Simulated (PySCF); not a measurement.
Molecule: SMILES C=[CH][Ge]([OH])([OH])[O]CC (C4H10GeO3). Atoms near the plane z = 1.0 Å, at the GFN2-xTB optimised geometry (x, y, z in Å): Ge3 (-0.4, 0.0, 0.0), O4 (1.3, 0.0, 0.0), O5 (-0.8, 1.7, 0.0), O6 (-1.0, -0.8, 1.5), H12 (1.7, 0.8, -0.3), H13 (-1.7, 2.0, 0.1).

Method: B3LYP/def2-SVP run with PySCF 2.14.0. The values are rescaled to run from 0 to 1.

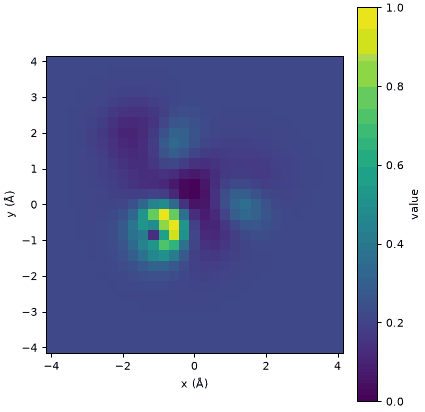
Fig. 1. a field on the plane z = 1.0 Å.

Question: Which quantity is mapped?
A. Laplacian of the electron density
B. deformation density (molecule minus spherical neutral atoms)
C. electrostatic potential
D. log10 of the electron density

Answer: B, deformation density (molecule minus spherical neutral atoms). In full: deformation density (molecule minus spherical neutral atoms) (e/bohr³).
